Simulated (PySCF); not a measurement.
## Electronic structure of C$_{5}$H$_{21}$FSi$_{7}$ in real space

Input file:

```
{"job": {"xc": "CAM-B3LYP", "basis": "6-31G*", "kind": "nmr", "pop": true}, "charge": 0, "multiplicity": 1}
C      1.589123    -1.457532     1.518234
C      2.211978    -1.535523     0.352262
Si     1.485154    -0.878215    -1.262160
Si     1.126704     1.438304    -0.946658
C      1.248242     2.368509    -2.613635
C      2.444698     2.192445     0.217291
Si    -1.042930     1.701723     0.006582
Si    -1.021815     2.433073     2.208606
Si    -2.202248    -0.356611    -0.290497
Si    -3.025119    -1.288023     1.667690
Si    -0.678765    -1.762181    -1.417455
C     -0.871927    -3.610551    -1.006829
F     -1.060594    -1.684906    -3.011036
H      2.018648    -1.820725     2.439917
H      0.603966    -1.021451     1.608322
H      3.198218    -1.980983     0.336614
H      2.454507    -1.290835    -2.298208
H      1.040760     3.427843    -2.494655
H      0.525143     1.971643    -3.319317
H      2.232178     2.276544    -3.064676
H      2.256739     3.243338     0.419080
H      2.445706     1.671313     1.169929
H      3.445142     2.112818    -0.198461
H     -1.769610     2.727505    -0.777974
H     -0.317191     1.447810     3.034760
H     -2.354071     2.595578     2.795074
H     -0.331629     3.709237     2.411170
H     -3.359728    -0.098482    -1.174981
H     -3.644153    -0.287395     2.539058
H     -4.011976    -2.356769     1.493791
H     -1.919559    -1.880207     2.429042
H     -1.896759    -3.948269    -1.139250
H     -0.240256    -4.229636    -1.638534
H     -0.592025    -3.799803     0.024946
```

Command:

```sh
OMP_NUM_THREADS=1 python ens_run.py task.json out
```

Geometry: GFN2-xTB.

Level of theory: PySCF, CAM-B3LYP/6-31G*, SCF density, gas phase, non-relativistic.

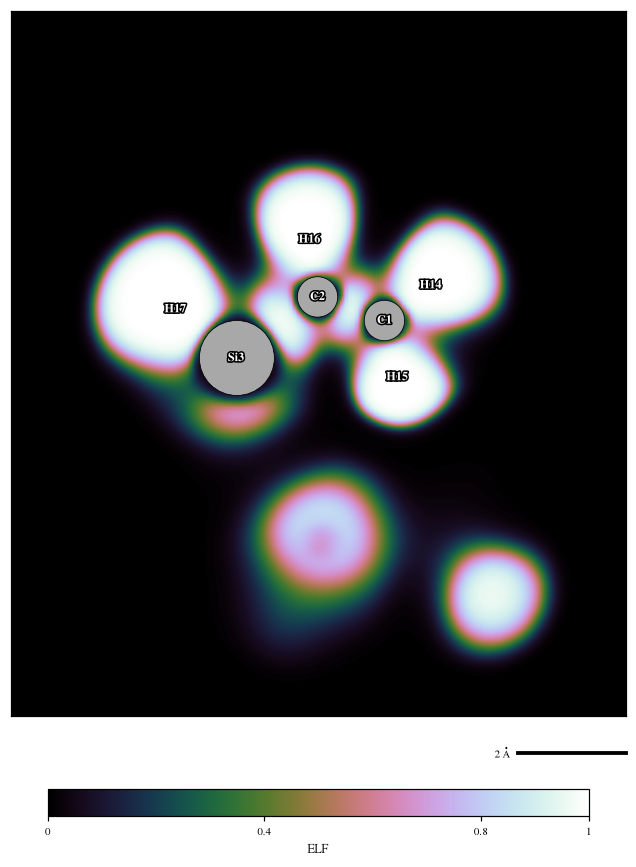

Figure 1. Electron localisation function on the plane of atoms C1, C2 and H16. Grey discs cover the atomic cores.

> What do the fields say about this system?

The plane passes through C, Si and H nuclei. C–C (1.32 Å): the ELF peaks at about 0.95 between the atoms; a multiple bond. C–Si (1.89 Å): the ELF peaks at about 0.95 between the atoms: localised, covalent bonding. C–H (1.08 Å): the ELF climbs to about 1 towards the hydrogen, as it does in any bond to H (a covalent bond by its length). Si–H (1.48 Å): the ELF climbs to about 1 towards the hydrogen.

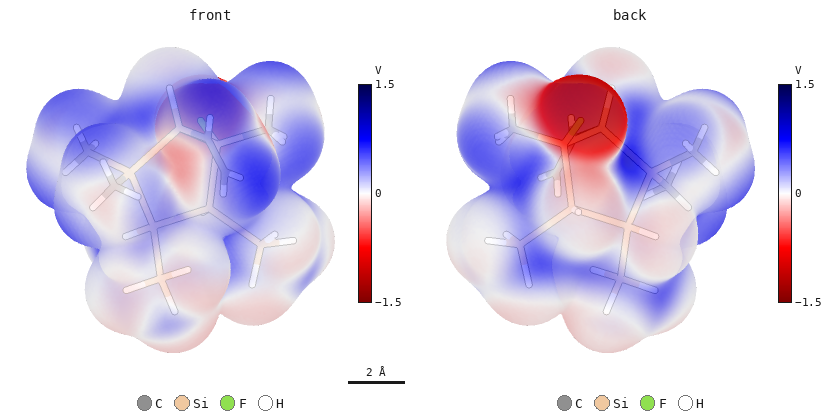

Figure 2. The molecular electrostatic potential painted on the density surface at 0.001 e/bohr³, seen from the front and from behind; red is negative and blue positive.

> Where is the surface potential most negative and most positive?

The most negative region (about −1.1 V) lies over F13, the most positive (about +0.7 V) over Si4, Si7, Si9 and Si11.

> What dipole moment does the calculation give?

Its dipole moment is 1.70 D.
